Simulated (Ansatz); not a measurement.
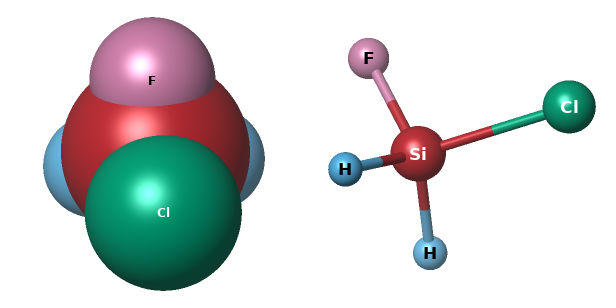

The same structure drawn twice, from different directions.

The geometry was computed by an optimisation with PBE0-D4/def2-TZVP.

What does the picture show?

It has 5 atoms: 1 chlorine, 1 fluorine, 2 hydrogen and 1 silicon (ClFH₂Si). This geometry has Cs symmetry. Coordination: 1 Si tetrahedral.

More results for the same structure follow; atom numbers are the same in all pictures, views and colours differ.

**Geometry**

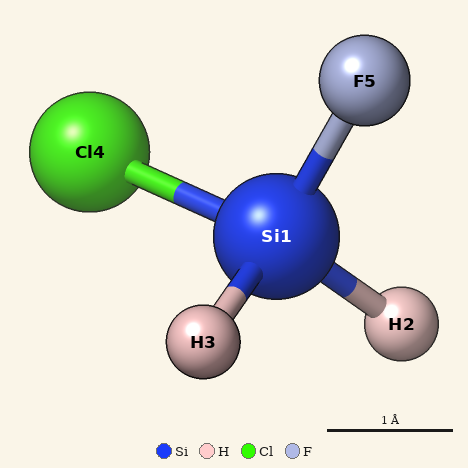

Atoms carry their numbers in the input.

Give the bond lengths.

| bond | length (Å) |
| --- | --- |
| Si1–H2 | 1.475 |
| Si1–H3 | 1.475 |
| Si1–Cl4 | 2.036 |
| Si1–F5 | 1.589 |

**Vibrations**

Harmonic vibrations computed with RKS PBE0-D4/def2-TZVP (Ansatz 0.2.0) at a stationary point of the same level.

> List the wavenumbers.

9 modes: 248, 566, 640, 728, 884, 924, 967, 2278, 2290 cm⁻¹.

**Charges**

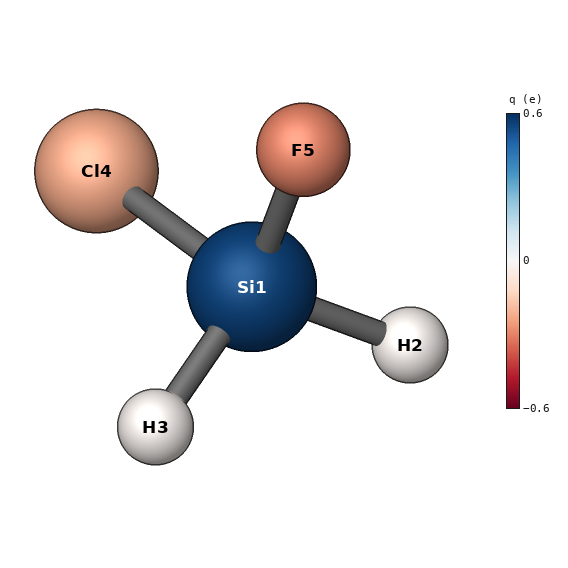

Atoms are coloured by their Mulliken charges. Level of theory: RKS PBE0-D4/def2-TZVP (Ansatz 0.2.0).

Give the Mulliken charges atom by atom.

| atom | value (e) |
| --- | --- |
| Si1 | 0.55 |
| H2 | −0.02 |
| H3 | −0.02 |
| Cl4 | −0.22 |
| F5 | −0.29 |

**Electronic properties**

Method: RKS PBE0-D4/def2-TZVPP (Ansatz 0.2.0).

Computed properties:

- HOMO energy (Kohn–Sham orbital): −9.27 eV
- LUMO energy (Kohn–Sham orbital): 0.05 eV
- HOMO–LUMO gap: 9.32 eV

**Thermal motion**

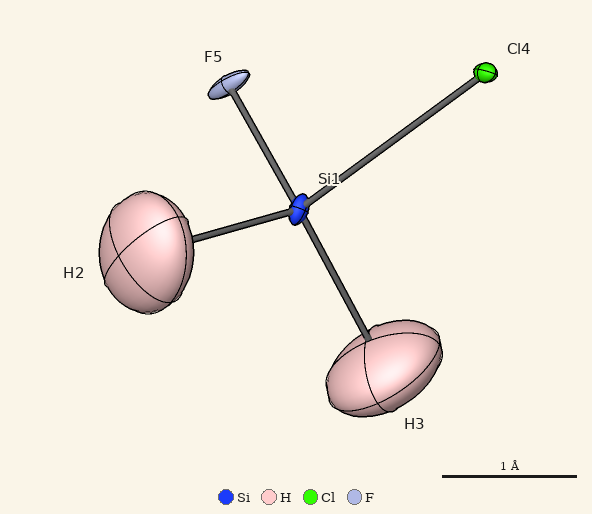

Displacement ellipsoids at the 50 % level, enlarged 2 times, from the internal vibrations of the free molecule (harmonic, no overall translation or rotation; no half-axis is drawn under 0.075 Å). Vibrations computed with RKS PBE0-D4/def2-TZVP (Ansatz 0.2.0). Temperature: 400 K.

> Which atom has the largest mean-square displacement?

H2, H3, with U_eq = 0.0175 Å².

> Does H3 move more along its bond or across it?

Across it: the root-mean-square amplitude is 0.088 Å along the bond and up to 0.156 Å across, since bending and torsion are softer than stretching.

Give the displacement parameters, one line for each set of equivalent atoms.

```json
{"atom": "Si1", "U_eq (Å²)": "0.00079", "rms amplitudes (Å)": "0.015, 0.024, 0.040"}
{"atom": "H2, H3", "U_eq (Å²)": "0.0175", "rms amplitudes (Å)": "0.086, 0.144, 0.156"}
{"atom": "Cl4", "U_eq (Å²)": "0.00057", "rms amplitudes (Å)": "0.005, 0.016, 0.038"}
{"atom": "F5", "U_eq (Å²)": "0.0018", "rms amplitudes (Å)": "0.010, 0.024, 0.068"}
```

Mulliken values depend strongly on the basis set and can even reverse the polarity of a bond.
